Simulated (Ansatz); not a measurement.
## Molecular dynamics, with input and output: SiHBrCl4 (part 3 of 3)

SiHBrCl4; RKS PBE-D4/def2-SVP (Ansatz 0.2.0). It belongs to a series of runs on one base structure; here: dynamics from the highest image of the converged band.

Geometry of the input (Å):
```
Si -0.3339  0.0000  -0.0829
Cl 0.1401  0.0000  2.3815
Cl 1.7540  0.0000  -0.2560
Cl -0.7658  1.7719  -1.0613
Cl -0.7658  -1.7719  -1.0613
Br -2.6120  0.0000  1.0185
H  -1.3068  0.0000  2.3107
```

**Log, continued**
```
md step   199: t =    99.50 fs  T =  1115.6 K  F+E_penalty+E_count = -127974.01335119 eV  E_kin = 0.720992 eV  conserved = -127973.29235902 eV  (24 SCF iters, 3 dispersion substeps)
these checks for a lower state are left out or cut short: starts, cluster_reference, orbital_swaps, neighbouring_geometries, increment
1379 factors; their error is unknown
mean field evaluation 1344: about -127973.6165 eV, gradient 6.9e-2 eV
mean field -127973.61650187 eV, -4702.9436628110 hartree, gradient 5.9e-5 eV, S^2 0.000000; 0 other end points of the search recorded, 0 dependent functions left out
the calculation of the forces begins
reference -127973.61653374 eV, -4702.9436639821 hartree; 59, 59 occupied and 68, 68 virtual orbitals, 1379 factors
1379 factors; their error is unknown
mean field -127973.61650187 eV, -4702.9436628110 hartree, gradient 5.9e-5 eV, S^2 0.000000; 1 other end points of the search recorded, 0 dependent functions left out
the calculation of the forces begins
reference -127973.61653374 eV, -4702.9436639820 hartree; 59, 59 occupied and 68, 68 virtual orbitals, 1379 factors
md step   200: t =   100.00 fs  T =  1120.3 K  F+E_penalty+E_count = -127974.01627570 eV  E_kin = 0.724064 eV  conserved = -127973.29221137 eV  (26 SCF iters, 3 dispersion substeps)
```

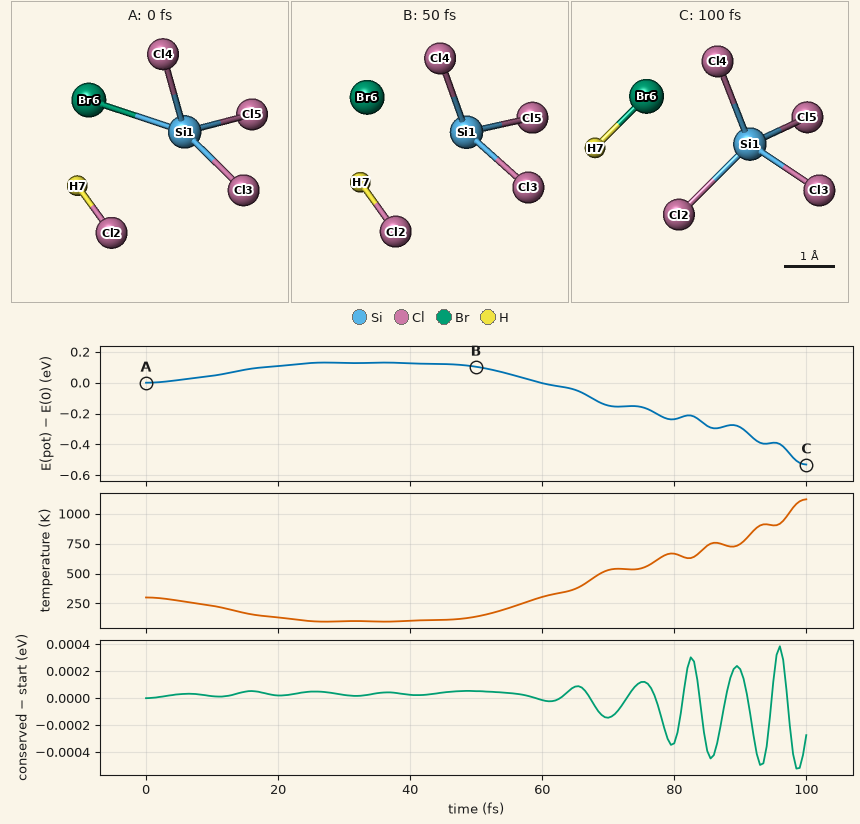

Figure 1. Frames of the molecular dynamics (ball-and-stick, seen at a tilt) above the curves, on which the letters mark them. The trajectory kept here has 201 frames over 100 fs. The temperature starts at 300 K, ranges from 98 to 1120 K and averages 565 K over the second half. The potential energy ends 0.530 eV below its first value. The conserved quantity stays within 0.00091 eV. After an unweighted best fit of the last frame on the first, the root-mean-square displacement is 0.50 Å, and H7 has moved furthest (1.00 Å).

```
Total energy: -127974.01630756 eV, -4702.9583553992 hartree
Atom 0 at    -0.039497    -0.010767     0.038294 Å, force     0.518974     0.119066    -1.900205 eV/Å
Atom 1 at     0.024223     0.107860     2.052184 Å, force     1.031499    -0.078117     1.300562 eV/Å
Atom 2 at     1.991405    -0.058472    -0.436187 Å, force    -0.245598    -0.045536    -0.065106 eV/Å
Atom 3 at    -0.723022     1.792088    -0.830666 Å, force     0.275526    -0.761752     0.218791 eV/Å
Atom 4 at    -0.796068    -1.755269    -0.925941 Å, force     0.348790     0.873214     0.526452 eV/Å
Atom 5 at    -2.759079    -0.037370     1.037565 Å, force    -1.773225     0.006154     0.742511 eV/Å
Atom 6 at    -2.570296     0.230510     2.473699 Å, force    -0.155967    -0.113029    -0.823006 eV/Å
Dipole moment:    -0.312368     0.013394     0.398371 e Å
```

**Trajectory as extended XYZ (Å, eV, eV/Å), 14 of the 201 frames kept, from step=0 to step=200**
```
7
Properties=species:S:1:pos:R:3:forces:R:3 step=0 time_fs=0.0 energy=-127973.48583 temperature=300.0
Si   -0.3339    0.0000   -0.0829   -0.0051   0.0000   0.0034
Cl    0.1401    0.0000    2.3815   -0.0079   0.0000   0.0042
Cl    1.7540    0.0000   -0.2560    0.0047   0.0000   0.0001
Cl   -0.7658    1.7719   -1.0613   -0.0004   0.0004  -0.0044
Cl   -0.7658   -1.7719   -1.0613   -0.0004  -0.0004  -0.0044
Br   -2.6120    0.0000    1.0185   -0.0067   0.0000  -0.0048
H    -1.3068    0.0000    2.3107    0.0159   0.0000   0.0061
7
Properties=species:S:1:pos:R:3:forces:R:3 step=15 time_fs=7.5 energy=-127973.45502 temperature=252.4
Si   -0.3501    0.0022   -0.0498    0.3288  -0.0798  -0.4476
Cl    0.1738    0.0088    2.3694   -0.4940   0.0270   0.0269
Cl    1.7678   -0.0121   -0.2710   -0.3702   0.0372   0.1155
Cl   -0.7576    1.7793   -1.0487    0.0035  -0.1082   0.1136
Cl   -0.7484   -1.7756   -1.0593   -0.0480   0.1497   0.1392
Br   -2.6392   -0.0014    1.0117    0.3758   0.0027   0.2090
H    -1.2809    0.0290    2.3690    0.2041  -0.0285  -0.1566
7
Properties=species:S:1:pos:R:3:forces:R:3 step=31 time_fs=15.5 energy=-127973.39776 temperature=163.8
Si   -0.3609    0.0030   -0.0244    0.3691  -0.1153  -0.9522
Cl    0.2033    0.0187    2.3571   -0.0427   0.0272   0.1236
Cl    1.7764   -0.0243   -0.2850   -0.5563   0.0751   0.2105
Cl   -0.7487    1.7855   -1.0334    0.0156  -0.1600   0.1867
Cl   -0.7305   -1.7772   -1.0549   -0.0958   0.2005   0.2190
Br   -2.6653   -0.0028    1.0058    0.6728  -0.0047   0.1605
H    -1.1855    0.0453    2.3636   -0.3626  -0.0229   0.0519
7
Properties=species:S:1:pos:R:3:forces:R:3 step=46 time_fs=23.0 energy=-127973.36505 temperature=113.2
Si   -0.3632    0.0015   -0.0183    0.6052  -0.0760  -0.8418
Cl    0.2276    0.0284    2.3473   -0.8461   0.0286   0.0358
Cl    1.7760   -0.0346   -0.2950   -0.5248   0.1035   0.1995
Cl   -0.7403    1.7889   -1.0162   -0.0344  -0.1299   0.1772
Cl   -0.7154   -1.7757   -1.0475   -0.2050   0.1158   0.1899
Br   -2.6852   -0.0042    1.0015    0.8436  -0.0130   0.3241
H    -1.2152    0.0462    2.3638    0.1615  -0.0289  -0.0848
7
Properties=species:S:1:pos:R:3:forces:R:3 step=62 time_fs=31.0 energy=-127973.35836 temperature=102.8
Si   -0.3534   -0.0016   -0.0295    0.4855   0.0166  -0.5743
Cl    0.2407    0.0391    2.3374   -0.8200   0.0012   0.0152
Cl    1.7671   -0.0438   -0.3024   -0.2552   0.1235   0.1360
Cl   -0.7318    1.7905   -0.9950   -0.0771   0.0061   0.0764
Cl   -0.7027   -1.7724   -1.0366   -0.3077  -0.1139   0.0481
Br   -2.7001   -0.0058    0.9993    0.9604  -0.0347   0.3098
H    -1.1946    0.0325    2.3271    0.0142   0.0011  -0.0114
7
Properties=species:S:1:pos:R:3:forces:R:3 step=77 time_fs=38.5 energy=-127973.35745 temperature=101.4
Si   -0.3348   -0.0042   -0.0514    0.1583   0.0922  -0.1855
Cl    0.2404    0.0492    2.3285   -0.5535  -0.0176   0.0183
Cl    1.7549   -0.0506   -0.3072    0.1827   0.1298   0.0368
Cl   -0.7251    1.7921   -0.9739   -0.1141   0.1853  -0.0627
Cl   -0.6956   -1.7711   -1.0256   -0.3851  -0.3583  -0.1200
Br   -2.7074   -0.0075    0.9994    0.9874  -0.0543   0.2493
H    -1.1759    0.0191    2.2842   -0.2757   0.0229   0.0639
7
Properties=species:S:1:pos:R:3:forces:R:3 step=92 time_fs=46.0 energy=-127973.36602 temperature=114.7
Si   -0.3128   -0.0051   -0.0763    0.0516   0.0914   0.4329
Cl    0.2303    0.0591    2.3196   -1.0627  -0.0459  -0.1816
Cl    1.7455   -0.0553   -0.3115    0.6647   0.1215  -0.1049
Cl   -0.7202    1.7965   -0.9538   -0.1767   0.3201  -0.1810
Cl   -0.6944   -1.7751   -1.0163   -0.4516  -0.4673  -0.2180
Br   -2.7081   -0.0096    1.0013    0.9049  -0.0590   0.4067
H    -1.2671    0.0184    2.2596    0.0698   0.0392  -0.1541
7
Properties=species:S:1:pos:R:3:forces:R:3 step=108 time_fs=54.0 energy=-127973.41810 temperature=195.3
Si   -0.2881   -0.0044   -0.0941    0.0441  -0.0147   0.7915
Cl    0.2027    0.0688    2.3068   -0.8632  -0.0401  -0.4638
Cl    1.7466   -0.0584   -0.3178    1.0088   0.0973  -0.2440
Cl   -0.7178    1.8064   -0.9353   -0.2000   0.3029  -0.2135
Cl   -0.7007   -1.7868   -1.0099   -0.4282  -0.3127  -0.1716
Br   -2.7022   -0.0122    1.0063    0.5778  -0.0451   0.3952
H    -1.3560    0.0382    2.1569   -0.1393   0.0122  -0.0937
7
Properties=species:S:1:pos:R:3:forces:R:3 step=123 time_fs=61.5 energy=-127973.50207 temperature=325.1
Si   -0.2633   -0.0039   -0.0953    0.4375  -0.0998   0.9974
Cl    0.1634    0.0773    2.2874   -0.3646  -0.0417  -0.8514
Cl    1.7631   -0.0597   -0.3276    1.0192   0.0679  -0.3469
Cl   -0.7188    1.8202   -0.9212   -0.1874   0.0613  -0.1311
Cl   -0.7132   -1.8025   -1.0064   -0.3424   0.0576  -0.0013
Br   -2.6930   -0.0151    1.0135   -0.5290  -0.0581  -0.1031
H    -1.5023    0.0648    2.0252   -0.0332   0.0128   0.4364
7
Properties=species:S:1:pos:R:3:forces:R:3 step=138 time_fs=69.0 energy=-127973.61909 temperature=506.0
Si   -0.2311   -0.0052   -0.0777    0.2738  -0.0925   0.8535
Cl    0.1185    0.0852    2.2555    0.0906  -0.0456  -0.8188
Cl    1.7949   -0.0600   -0.3425    0.8024   0.0407  -0.2954
Cl   -0.7224    1.8347   -0.9090   -0.0511  -0.3216   0.0205
Cl   -0.7309   -1.8173   -1.0030   -0.1411   0.4839   0.2060
Br   -2.6873   -0.0183    1.0200   -1.0187  -0.0665  -0.1884
H    -1.6449    0.1012    2.1177    0.0440   0.0015   0.2226
7
Properties=species:S:1:pos:R:3:forces:R:3 step=154 time_fs=77.0 energy=-127973.67865 temperature=598.4
Si   -0.1912   -0.0084   -0.0417    0.1104   0.0062   0.3294
Cl    0.0724    0.0928    2.2084    0.6466  -0.0555  -0.5043
Cl    1.8420   -0.0596   -0.3632    0.3810   0.0153  -0.1751
Cl   -0.7271    1.8446   -0.8955    0.1268  -0.7293   0.2102
Cl   -0.7520   -1.8249   -0.9958    0.0893   0.8571   0.4279
Br   -2.6884   -0.0222    1.0263   -0.9847  -0.0037   0.4379
H    -1.7985    0.1313    2.2731   -0.3695  -0.0900  -0.7260
7
Properties=species:S:1:pos:R:3:forces:R:3 step=169 time_fs=84.5 energy=-127973.75133 temperature=710.4
Si   -0.1504   -0.0113   -0.0013    0.4598   0.1017  -0.3400
Cl    0.0389    0.0990    2.1558    1.0874  -0.0895  -0.2362
Cl    1.8924   -0.0590   -0.3855   -0.0345  -0.0077  -0.1216
Cl   -0.7296    1.8427   -0.8797    0.2173  -0.9706   0.3390
Cl   -0.7705   -1.8187   -0.9823    0.2272   1.0554   0.5828
Br   -2.6979   -0.0262    1.0324   -2.2403  -0.2201  -1.0460
H    -2.0284    0.1410    2.2633    0.2831   0.1307   0.8220
7
Properties=species:S:1:pos:R:3:forces:R:3 step=185 time_fs=92.5 energy=-127973.86318 temperature=883.2
Si   -0.0980   -0.0124    0.0333    0.4826   0.1320  -1.4342
Cl    0.0215    0.1042    2.0971    1.2341  -0.0810   0.6609
Cl    1.9456   -0.0585   -0.4112   -0.2842  -0.0281  -0.0459
Cl   -0.7285    1.8246   -0.8573    0.2944  -0.9977   0.3633
Cl   -0.7864   -1.7946   -0.9583    0.3443   1.0709   0.6343
Br   -2.7229   -0.0315    1.0355   -1.8017  -0.0761   0.1571
H    -2.2476    0.1787    2.3913   -0.2695  -0.0198  -0.3355
7
Properties=species:S:1:pos:R:3:forces:R:3 step=200 time_fs=100.0 energy=-127974.01628 temperature=1120.3
Si   -0.0395   -0.0108    0.0383    0.5190   0.1191  -1.9002
Cl    0.0242    0.1079    2.0522    1.0315  -0.0781   1.3006
Cl    1.9914   -0.0585   -0.4362   -0.2456  -0.0455  -0.0651
Cl   -0.7230    1.7921   -0.8307    0.2755  -0.7618   0.2188
Cl   -0.7961   -1.7553   -0.9259    0.3488   0.8732   0.5265
Br   -2.7591   -0.0374    1.0376   -1.7732   0.0062   0.7425
H    -2.5703    0.2305    2.4737   -0.1560  -0.1130  -0.8230
```

**Key numbers**

```csv
quantity,value
outcome,finished
mean temperature over the second half,565 K
trajectory,"200 steps, 100 fs"
ensemble,nve
temperature in the input,300.0 K
time step,0.5 fs
potential energy (last step),−127974.0163 eV
mean-field energy (last step),−127973.6165 eV
largest force (length of the vector) (last step),1.973 eV/Å
wall time,2.5 min (CPU time 9 min)
peak memory,0.23 GiB
```

So short a trajectory is not equilibrated.
